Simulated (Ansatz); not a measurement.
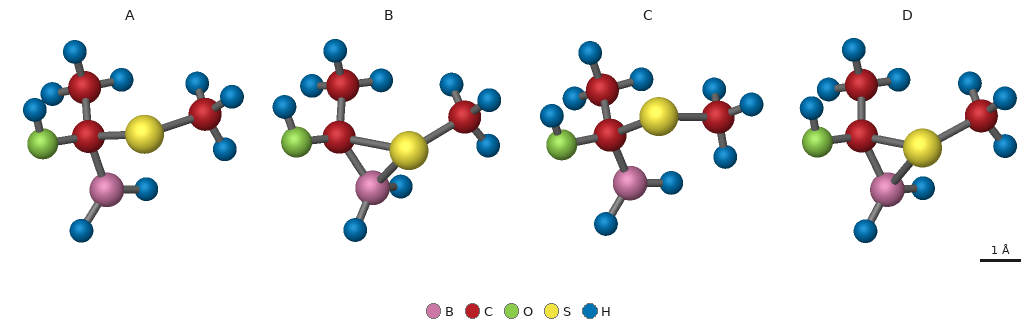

4 geometries from one relaxation of C3H9BOS, in shuffled order. The picture is a ball-and-stick view, seen face on.

The run prepares an end point of a later path (torsion) calculation, from a guessed geometry.

Method: RKS PBE-D4/def2-SVP in Ansatz 0.2.0. Settings: no spin polarisation; force threshold 0.015 eV/Å; at most 40 steps.

Put them in the order of the run, from the start to the converged end.

Answer. C, A, D, B. They are steps 0, 3, 5, 14, at +30.6 kcal/mol, +14.0 kcal/mol, +3.85 kcal/mol relative to the last. The atom that moves furthest after the best rigid fit is the S atom (0.94 Å). Largest moves by element: S 0.94 Å, H 0.68 Å, C 0.39 Å, B 0.31 Å, O 0.19 Å. Some distances before and after: B–S 2.793 → 2.001 Å, C–S 1.836 → 2.164 Å, C–O 1.401 → 1.351 Å, C–H 1.154 → 1.107 Å. Bond angles that change, for instance: B–C–S 110.6° → 62.5°, B–C–C 106.5° → 125.7°, C–S–C 98.7° → 108.7°. Groups turn about C–S by about 40°, C–S by about 35°. Over 13 accepted moves (14 points after the start) the energy falls by 30.6 kcal/mol. The largest force component goes from 2.7 to 0.0093 eV/Å. The line search rejected the trial step at point 13 of the run. The run took 85 s on 2 threads of Arm Neoverse N1, with other jobs on the host, peak memory 0.18 GiB.
